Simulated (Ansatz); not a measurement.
# UB3LYP/aug-cc-pVDZ run of AlNH2Cl (SMILES [NH2][Al][Cl])

What is the electronic atomisation energy of AlNH2Cl at UB3LYP/aug-cc-pVDZ? 

The calculation is run with Ansatz 0.2.0.

71 further runs of the same task are left out: 71 set aside as unsound or not needed.

## (1) The structure to begin with

AlNH2Cl has 5 atoms, charge 0, and is taken as a doublet. As SMILES, `[NH2][Al][Cl]`. The coordinates come from a PBE0-D4/def2-TZVP relaxation. This is one conformer, not always the lowest.

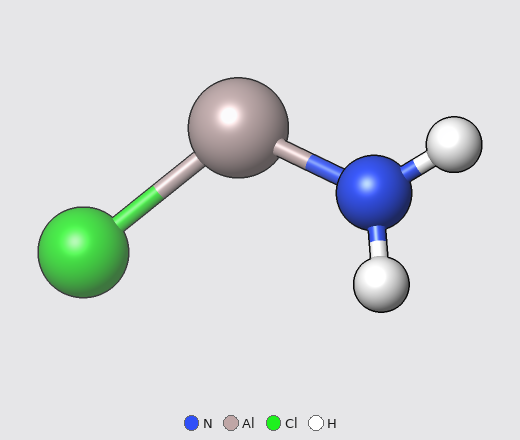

The structure, seen from a chosen angle (nitrogen blue, aluminium light grey, chlorine green, hydrogen white).

## (2) A single-point energy at UB3LYP/aug-cc-pVDZ

in.yaml

```yaml
crystal:
  periodic: [false, false, false]
  atoms:
    - {symbol: "N", position_ang: [-0.549400, 0.461700, -0.232000]}
    - {symbol: Al, position_ang: [0.402600, -0.291600, 1.049100]}
    - {symbol: Cl, position_ang: [1.907000, -1.649700, 0.440800]}
    - {symbol: H, position_ang: [-1.293600, 1.123300, -0.083500]}
    - {symbol: H, position_ang: [-0.416600, 0.282700, -1.215900]}
basis:
  gaussian: {orbitals: aug-cc-pVDZ}
magnetization: {spin_polarized: true, initial_magnetization: 1}
hamiltonian: {xc: {name: B3LYP}}
accuracy: high
output: {orbitals: {seedname: orbitals}}
```

Run with:

```console
$ ansatz run in.yaml --threads 1 --pin off --max-ram 3480MiB --events-out events.jsonl --progress --plain --runs-dir runs
```

Standard output:

```text
Warning: RAYON_NUM_THREADS=1 ignored (pool sized by the plan → 1); use --threads N
Functional definition: B3LYP
  name "B3LYP"
  parameter a0 = 0.2
  parameter ax = 0.72
  parameter ac = 0.81
  exchange = (1 - a0 - ax)*slater_x + ax*b88_x + a0*exact_x
  correlation = (1 - ac)*vwn_rpa_c + ac*lyp_c
1868 factors; integrals over basis functions are off by at most 3.7e-9 eV
mean field evaluation 1: about -20634.7803 eV, gradient 5.0e1 eV
mean field evaluation 2: about -20592.0479 eV, gradient 8.6e1 eV
mean field evaluation 4: about -20644.9828 eV, gradient 6.4e0 eV
mean field evaluation 8: about -20645.2662 eV, gradient 1.5e-1 eV
mean field evaluation 16: about -20645.2664 eV, gradient 1.1e-4 eV
mean field -20645.26640873 eV, -758.6995466566 hartree, gradient 2.3e-8 eV, S^2 0.751544; 0 other end points of the search recorded, 0 dependent functions left out
reference -20645.26644774 eV, -758.6995480902 hartree; 20, 19 occupied and 75, 76 virtual orbitals, 1868 factors
Total energy: -20645.26644774 eV, -758.6995480902 hartree
```

Wall time 27 s (1 thread of Arm Neoverse N1, shared host); peak memory 0.42 GiB.

## (3) The Al atom, same level

run.yaml

```yaml
crystal:
  periodic: [false, false, false]
  atoms:
    - symbol: Al
      position_ang: [0.000000, 0.000000, 0.000000]
basis:
  gaussian:
    orbitals: aug-cc-pVDZ
magnetization:
  spin_polarized: true
  initial_magnetization: 1
hamiltonian:
  xc: {name: B3LYP}
accuracy: high
```

Run with:

```console
$ ansatz run run.yaml --threads 1 --pin off --max-ram 3480MiB --events-out events.jsonl --progress --plain --runs-dir runs
```

Standard output (excerpt; [...] marks lines left out):

```text
Warning: RAYON_NUM_THREADS=1 ignored (pool sized by the plan → 1); use --threads N
[... 7 set-up lines as earlier in the session ...]
226 factors; integrals over basis functions are off by at most 3.8e-9 eV
mean field evaluation 1: about -6595.5527 eV, gradient 1.6e0 eV
mean field evaluation 2: about -6595.5992 eV, gradient 4.2e-1 eV
mean field evaluation 4: about -6595.5869 eV, gradient 4.7e-1 eV
mean field evaluation 8: about -6595.5898 eV, gradient 1.7e-3 eV
mean field evaluation 16: about -6595.5898 eV, gradient 3.1e-7 eV
mean field evaluation 32: about -6595.5898 eV, gradient 1.5e-6 eV
mean field -6595.58984903 eV, -242.3834563003 hartree, gradient 2.5e-8 eV, S^2 0.754472; 1 other end points of the search recorded, 0 dependent functions left out
reference -6595.58987730 eV, -242.3834573393 hartree; 7, 6 occupied and 20, 21 virtual orbitals, 226 factors
Total energy: -6595.58987730 eV, -242.3834573393 hartree
```

It took 3.9 s on 1 thread of Arm Neoverse N1, shared host; peak memory 0.097 GiB.

## (4) The Cl atom

Changes to run.yaml since step 3:

```diff
@@ -3,4 +3,3 @@
   atoms:
-    - symbol: Al
-      position_ang: [0.000000, 0.000000, 0.000000]
+    - {symbol: Cl, position_ang: [0.000000, 0.000000, 0.000000]}
 basis:
```

Run the same way, it converges to -460.16147 Eh (log not shown).

## (5) The H atom

Changes to run.yaml since step 4:

```diff
@@ -3,3 +3,3 @@
   atoms:
-    - {symbol: Cl, position_ang: [0.000000, 0.000000, 0.000000]}
+    - {symbol: H, position_ang: [0.000000, 0.000000, 0.000000]}
 basis:
```

Run the same way, it converges to -0.50166 Eh (log not shown).

## (6) The N atom, same level

run.yaml

```yaml
crystal:
  periodic: [false, false, false]
  atoms:
    - {symbol: "N", position_ang: [0.000000, 0.000000, 0.000000]}
basis:
  gaussian: {orbitals: aug-cc-pVDZ}
magnetization: {spin_polarized: true, initial_magnetization: 3}
hamiltonian: {xc: {name: B3LYP}}
accuracy: high
```

Run the same way, it converges to -54.59384 Eh (log not shown).

## (7) Outcome

At UB3LYP/aug-cc-pVDZ:

| quantity | value |
| --- | --- |
| molecule: total energy | -758.69955 Eh |
| molecule: HOMO energy (highest over α and β) | -5.97 eV |
| molecule: LUMO energy (lowest over α and β) | -3.09 eV |
| molecule: ⟨S²⟩ | 0.752 |
| Al atom: total energy | -242.38346 Eh |
| Al atom: ⟨S²⟩ | 0.754 |
| Cl atom: total energy | -460.16147 Eh |
| Cl atom: ⟨S²⟩ | 0.752 |
| H atom: total energy | -0.50166 Eh |
| H atom: ⟨S²⟩ | 0.750 |
| N atom: total energy | -54.59384 Eh |
| N atom: ⟨S²⟩ | 3.753 |
| electronic atomisation energy | 15.169 eV |

**Reading.** Taking the molecule apart into free atoms costs 15.17 eV (1464 kJ/mol), before zero-point energy and without spin-orbit coupling.
